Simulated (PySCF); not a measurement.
NMR shielding calculation of P5H5

- system: P5H5, SMILES [pH]1[pH][pH][pH][pH]1
- method: GIAO PBE0/pcSseg-1 NMR shielding, non-relativistic, IEF-PCM chloroform (PySCF 2.14.0)

The geometry comes from this level: PBE0-D3(BJ)/def2-SVP. It belongs to a series of runs on one base structure; here: solvent chloroform. Figures and captions count atoms from 1; the log counts them from 0 in places.

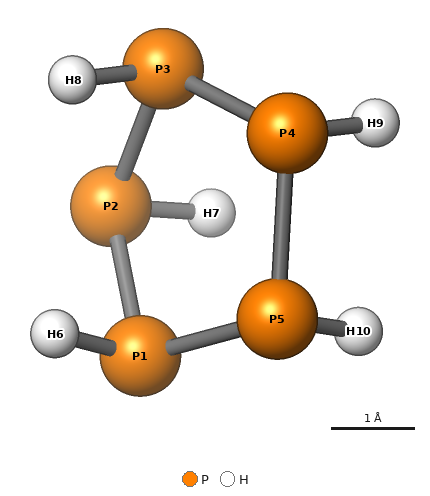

Fig. 1: The input geometry (ball-and-stick view, seen at a tilt; atoms are numbered from 1 in the order of the input). Bond lengths as drawn: H–P 1.43 Å and P–P 2.21 to 2.27 Å.

Input:
```
{"job": {"kind": "nmr", "xc": "PBE0", "basis": "pcSseg-1", "solvent": "chloroform", "pop": true}, "charge": 0, "multiplicity": 1}
P     -0.316376    -1.651042    -0.608338
P      1.564243    -1.017387     0.363212
P      1.444195     1.184416     0.473415
P     -0.695464     1.727064     0.503360
P     -1.837390    -0.130364    -0.117022
H      0.027677    -1.114452    -1.883541
H      1.110299    -1.250196     1.695224
H      1.617233     1.368428    -0.929791
H     -0.828838     1.503042     1.906556
H     -2.034572    -0.637025     1.202687
```

The first line tells a small driver script what to run in PySCF; the rest is the geometry in Å.

Machine: 1 CPU thread, shared host.

Launch command:
```bash
OMP_NUM_THREADS=1 python <driver script> task.json out
```

Output:
```
coarse grid: 11224 points
cycle   1  E = -1709.0543447906  dE =  2.984e-01  |g| = 1.608e-01  |ddm| = 3.170e+00
cycle   2  E = -1709.0583451264  dE = -4.000e-03  |g| = 6.156e-02  |ddm| = 2.642e-01
cycle   3  E = -1709.0590336615  dE = -6.885e-04  |g| = 1.940e-02  |ddm| = 1.052e-01
cycle   4  E = -1709.0591586011  dE = -1.249e-04  |g| = 3.836e-03  |ddm| = 3.968e-02
cycle   5  E = -1709.0591643540  dE = -5.753e-06  |g| = 9.555e-04  |ddm| = 8.971e-03
final grid: 86496 points
cycle   6  E = -1709.0892035337  dE = -2.027e-05  |g| = 2.529e-03  |ddm| = 3.634e-02
cycle   7  E = -1709.0892043179  dE = -7.841e-07  |g| = 2.107e-03  |ddm| = 7.895e-03
cycle   8  E = -1709.0892054885  dE = -1.171e-06  |g| = 2.454e-04  |ddm| = 3.626e-03
cycle   9  E = -1709.0892055062  dE = -1.767e-08  |g| = 7.879e-05  |ddm| = 5.194e-04
cycle  10  E = -1709.0892055080  dE = -1.836e-09  |g| = 2.511e-05  |ddm| = 1.572e-04
cycle  11  E = -1709.0892055082  dE = -2.083e-10  |g| = 4.075e-06  |ddm| = 4.814e-05
```

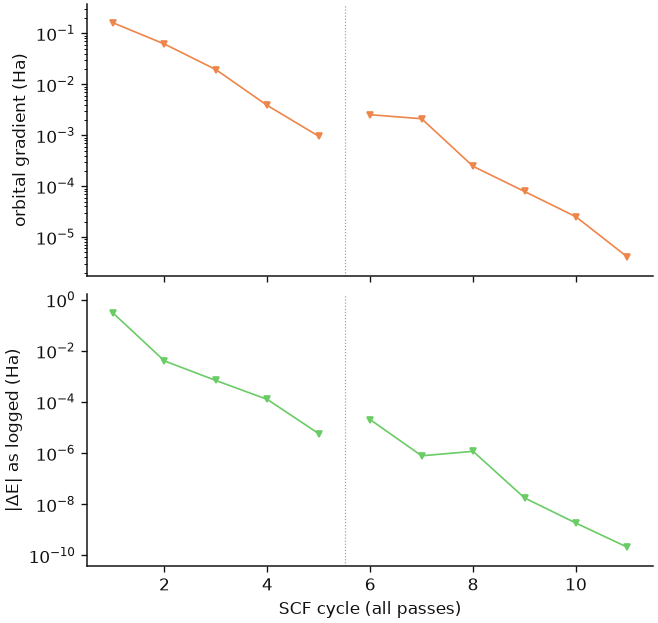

Fig. 2: Convergence of the self-consistent field: orbital gradient and size of the energy change against the SCF cycle. The dotted line marks the change from a coarse to the final integration grid. The first 5 cycles use a coarse grid, the final grid takes over at cycle 6, and the field converges after 11 cycles in all.

```
converged SCF energy = -1709.0892055082

GIAO shielding tensors (ppm)
atom      isotropic    diamagn.    paramagn.     s11        s22        s33       span
  0 P      331.732     966.576    -634.844     24.059    447.898    523.239    499.179
  1 P      318.733     966.564    -647.831      1.656    452.719    501.825    500.169
  2 P      335.801     966.594    -630.792     31.219    451.997    524.188    492.970
  3 P      343.768     966.214    -622.446    -21.537    489.300    563.541    585.077
  4 P      341.745     966.258    -624.513    -12.204    479.904    557.534    569.738
  5 H       28.838      29.618      -0.779     21.991     25.710     38.813     16.822
  6 H       28.725      29.782      -1.057     22.186     25.558     38.431     16.245
  7 H       28.810      29.647      -0.836     21.698     25.828     38.906     17.207
  8 H       27.731      29.844      -2.113     20.352     25.431     37.410     17.059
  9 H       27.860      29.952      -2.093     20.677     25.449     37.453     16.777
```

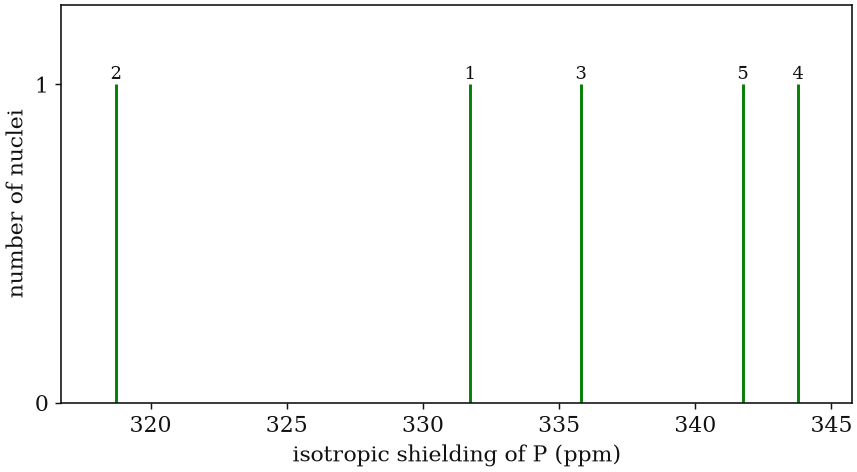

Fig. 3: Isotropic shieldings of the phosphorus nuclei in this fixed geometry, labelled by atom number; shielding grows to the right, so chemical shift grows to the left. The least shielded is P2 (318.7 ppm), the most shielded P4 (343.8 ppm).

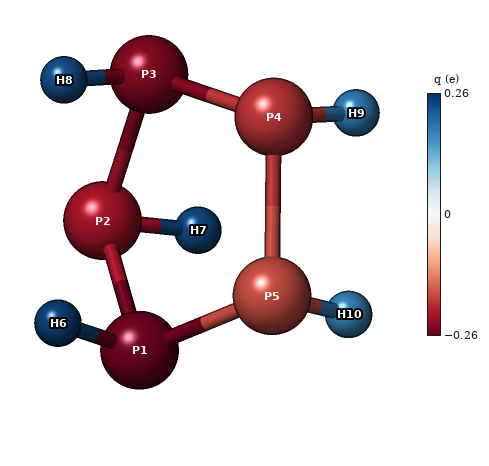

Fig. 4: ESP-fitted charges, as the colour of each atom (ball-and-stick view, seen at a tilt; atoms are numbered from 1 in the order of the input). By element: P −0.25 to −0.17 and H +0.17 to +0.24 e.

Key numbers:

| quantity | value |
| --- | --- |
| outcome | converged |
| total energy | −1709.089206 hartree |
| HOMO | −6.83 eV |
| LUMO | −0.95 eV |
| dipole moment | 0.90 D |
| isotropic shielding, P | 318.7 to 343.8 ppm |
| isotropic shielding, H | 27.7 to 28.8 ppm |
| wall time | 12 s |
| peak memory | 0.82 GiB |
